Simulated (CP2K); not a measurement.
**PM6 run of C4H6Ge (SMILES C1=[CH][GeH2][CH]=C1)**

What is the energy difference between two shapes of C4H6Ge at PM6? 

Program for the calculation: CP2K 2026.2.

4 further runs of the same task are left out: 2 that didn't finish, 2 set aside as unsound or not needed.

## Step 1: The structure to begin with

C4H6Ge: 11 atoms, total charge 0, spin state singlet. As SMILES, `C1=[CH][GeH2][CH]=C1`. The coordinates come from a PBE0-D4/def2-TZVP relaxation.

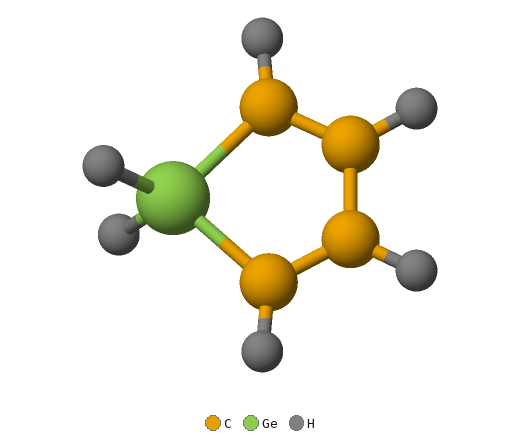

Viewed from a chosen angle; carbon amber, germanium green, hydrogen grey.

## Step 2: Energy and gradient at PM6

Input file molecule.inp:

```
&GLOBAL
  PROJECT_NAME molecule
  RUN_TYPE ENERGY_FORCE
  PRINT_LEVEL MEDIUM
&END GLOBAL

&FORCE_EVAL
  METHOD QS
  &DFT
    &QS
      METHOD PM6
      EPS_DEFAULT 1.0E-10
      &SE
        &COULOMB
          CUTOFF [angstrom] 50
          RC_RANGE [angstrom] 0
        &END COULOMB
        &EXCHANGE
          CUTOFF [angstrom] 50
          RC_RANGE [angstrom] 0
        &END EXCHANGE
      &END SE
    &END QS
    &POISSON
      PERIODIC NONE
      POISSON_SOLVER ANALYTIC
    &END POISSON
    &SCF
      SCF_GUESS ATOMIC
      EPS_SCF 1.0E-06
      MAX_SCF 150
      &DIAGONALIZATION
        ALGORITHM STANDARD
      &END DIAGONALIZATION
      &MIXING
        METHOD DIRECT_P_MIXING
        ALPHA 0.4
      &END MIXING
    &END SCF
    &PRINT
      &MOMENTS
        PERIODIC F
        REFERENCE COM
        MAX_MOMENT 1
      &END MOMENTS
      &MO ON
        ENERGIES T
        OCCUPATION_NUMBERS T
        NDIGITS 6
        &EACH
          QS_SCF 0
        &END EACH
        ADD_LAST NUMERIC
      &END MO
      &HIRSHFELD OFF
      &END HIRSHFELD
    &END PRINT
  &END DFT
  &SUBSYS
    &CELL
      ABC 14.3 13.1 14.5
      PERIODIC NONE
    &END CELL
    &COORD
      C     -1.236000     0.071600    -0.529400
      C     -1.063600    -0.599000     0.616300
      Ge     0.824200    -0.493600     1.063000
      C      1.129400     0.556300    -0.542900
      C     -0.053400     0.694700    -1.154600
      H     -2.204600     0.174200    -1.012500
      H     -1.874400    -1.085600     1.142000
      H      1.548300    -1.850300     1.080400
      H      1.124700     0.251600     2.374300
      H      2.046400     0.979700    -0.930700
      H     -0.175300     1.243400    -2.085200
    &END COORD
    &TOPOLOGY
      &CENTER_COORDINATES
      &END CENTER_COORDINATES
    &END TOPOLOGY
  &END SUBSYS
  &PRINT
    &FORCES ON
    &END FORCES
  &END PRINT
&END FORCE_EVAL
```

Command:

```bash
$ OMP_NUM_THREADS=1 cp2k.psmp -i molecule.inp -o molecule.out
```

Log, cut to the lines that bear on the results:

```text
CP2K| version string:                                       CP2K version 2026.2
[...]
 GLOBAL| Method name                                                        CP2K
[...]
 GLOBAL| Run type                                                   ENERGY_FORCE
[...]
                             - Atoms:                                         11
[...]
                             - Spherical basis functions:                     26
[...]
 Number of electrons:                                                         26
[...]
     1 P_Mix/Diag. 0.40E+00    0.0     0.71805241       -16.5904033507 -1.66E+01
[...]
    17 DIIS/Diag.  0.19E-06    0.0     0.00000046       -23.8831606798 -2.49E-12
  *** SCF run converged in    17 steps ***
  Core-core repulsion energy [eV]:                           1745.28680419960733
  Core Hamiltonian energy [eV]:                             -1019.21854778372483
  Two-electron integral energy [eV]:                        -2751.92421876563412
  Electronic energy [eV]:                                   -2395.18065716654201
  Total energy [eV]:                                         -649.89385296693445
  Atomic reference energy [eV]:                               652.03985704771560
  Heat of formation [kcal/mol]:                                49.48803367323008
[...]
 SE_DIPOLE| Moment [Debye]         -0.18109603       0.10753433      -0.23551912
 SE_DIPOLE| Derivative [a.u.]       0.00000000       0.00000000       0.00000000
 ENERGY| Total FORCE_EVAL ( QS ) energy [hartree]            -23.883160679840373
 FORCES| Atomic forces [hartree/bohr]
 FORCES|   Atom     x               y               z               |f|
 FORCES|      1 -3.14296804E-03  9.03082845E-04 -2.46642148E-03   4.09597872E-03
 FORCES|      2  6.97683648E-04  4.15597250E-04 -4.08021368E-04   9.08826157E-04
 FORCES|      3  7.57337479E-03 -4.53798839E-03  9.79952492E-03   1.31901491E-02
 FORCES|      4 -8.65943740E-04 -3.39155928E-04  2.80047752E-04   9.71242528E-04
 FORCES|      5 -1.26914059E-03  1.78498513E-03 -3.29504415E-03   3.95653961E-03
 FORCES|      6  1.06925482E-03  1.29986377E-03 -1.78117964E-03   2.45062290E-03
 FORCES|      7  6.56664770E-03 -8.47183627E-04  3.50037440E-03   7.48940605E-03
 FORCES|      8 -5.45554612E-03  6.73502253E-03 -3.59903755E-03   9.38491253E-03
 FORCES|      9 -3.85637900E-03 -1.17213866E-03 -8.46618315E-03   9.37666386E-03
 FORCES|     10  1.07481661E-03 -3.72801254E-03  6.40877127E-03   7.49170591E-03
 FORCES|     11 -2.39180008E-03 -5.14072378E-04  2.71690005E-05   2.44657233E-03
 FORCES| Sum     1.83880688E-16 -1.15185639E-15  7.49400542E-16
 FORCES| Total atomic force                                       1.38642938E-15
[...]
```

Run time: 0.4 s. Hardware: 1 thread of Arm Neoverse N1, shared host; peak memory 0.14 GiB.

## Step 3: The distorted shape at the same level

Input file molecule.inp:

```
&global
 project molecule
 run_type ENERGY_FORCE
 print_level MEDIUM
&end global
&force_eval
 method QS
 &dft
  charge 0
  multiplicity 1
  &qs
   method PM6
   eps_default 1.0E-10
   &se
    &coulomb
     cutoff [angstrom] 50
     rc_range [angstrom] 0
    &end coulomb
    &exchange
     cutoff [angstrom] 50
     rc_range [angstrom] 0
    &end exchange
   &end se
  &end qs
  &poisson
   periodic NONE
   poisson_solver ANALYTIC
  &end poisson
  &scf
   scf_guess ATOMIC
   eps_scf 1.0E-06
   max_scf 150
   &diagonalization
    algorithm STANDARD
   &end diagonalization
   &mixing
    method DIRECT_P_MIXING
    alpha 0.4
   &end mixing
  &end scf
  &print
   &moments
    periodic F
    reference COM
    max_moment 1
   &end moments
   &mo ON
    energies T
    occupation_numbers T
    ndigits 6
    &each
     qs_scf 0
    &end each
    add_last NUMERIC
   &end mo
   &hirshfeld OFF
   &end hirshfeld
  &end print
 &end dft
 &subsys
  &cell
   abc [angstrom] 14.3 13.2 14.4
   periodic NONE
  &end cell
  &coord
   C     -1.205735     0.281372    -0.454412
   C     -0.970790    -0.670644     0.834834
   Ge     0.875744    -0.605425     1.051918
   C      1.155897     0.678992    -0.467696
   C     -0.209081     0.633121    -1.157187
   H     -2.181664     0.149027    -0.904019
   H     -1.920775    -1.053464     1.020358
   H      1.430673    -1.787996     1.174463
   H      1.104998     0.247941     2.247626
   H      2.105915     0.995587    -1.042872
   H     -0.140603     1.379999    -2.123577
  &end coord
  &topology
   &center_coordinates
   &end center_coordinates
  &end topology
 &end subsys
 &print
  &forces ON
  &end forces
 &end print
&end force_eval
```

Command:

```bash
$ OMP_NUM_THREADS=1 cp2k.psmp -i molecule.inp > molecule.out 2>&1
```

Log, cut to the lines that bear on the results:

```text
CP2K| version string:                                       CP2K version 2026.2
[...]
 GLOBAL| Method name                                                        CP2K
[...]
 GLOBAL| Run type                                                   ENERGY_FORCE
[...]
                             - Atoms:                                         11
[...]
                             - Spherical basis functions:                     26
[...]
 Number of electrons:                                                         26
[...]
     1 P_Mix/Diag. 0.40E+00    0.0     0.72670270       -16.6676246428 -1.67E+01
[...]
    19 DIIS/Diag.  0.15E-06    0.0     0.00000084       -23.7116854145 -3.15E-12
  *** SCF run converged in    19 steps ***
  Core-core repulsion energy [eV]:                           1722.22545458739978
  Core Hamiltonian energy [eV]:                             -1015.90258404582778
  Two-electron integral energy [eV]:                        -2703.10128848358227
  Electronic energy [eV]:                                   -2367.45322828761891
  Total energy [eV]:                                         -645.22777370021925
  Atomic reference energy [eV]:                               652.03985704771560
  Heat of formation [kcal/mol]:                               157.09038631606336
[...]
 SE_DIPOLE| Moment [Debye]         -0.61050297       0.26413486       0.13746794
 SE_DIPOLE| Derivative [a.u.]       0.00000000       0.00000000       0.00000000
 ENERGY| Total FORCE_EVAL ( QS ) energy [hartree]            -23.711685414513653
[...]
```

It took 0.42 s on 1 thread of Arm Neoverse N1, shared host; peak memory 0.14 GiB.

## Step 4: Summary of results

At PM6:

| quantity | value |
| --- | --- |
| first shape: total energy | -23.88316 Eh |
| first shape: dipole moment | 0.32 D |
| first shape: HOMO energy | -9.44 eV |
| first shape: heat of formation at this unrelaxed shape | 49.5 kcal/mol |
| first shape: largest force on an atom | 0.678 eV/Å |
| distorted shape: total energy | -23.71169 Eh |
| distorted shape: dipole moment | 0.68 D |
| distorted shape: HOMO energy | -7.78 eV |
| distorted shape: heat of formation at this unrelaxed shape | 157.1 kcal/mol |
| distorted shape: largest force on an atom | 15.158 eV/Å |
| energy change with the atoms displaced | 4.666 eV |

What this shows: With the atoms displaced the energy rises by 4.67 eV (108 kcal/mol). The first shape isn't relaxed at this level, so the change isn't measured from a minimum. The largest force (first shape) is 0.68 eV/Å: the shape isn't a stationary point for this species at this level.
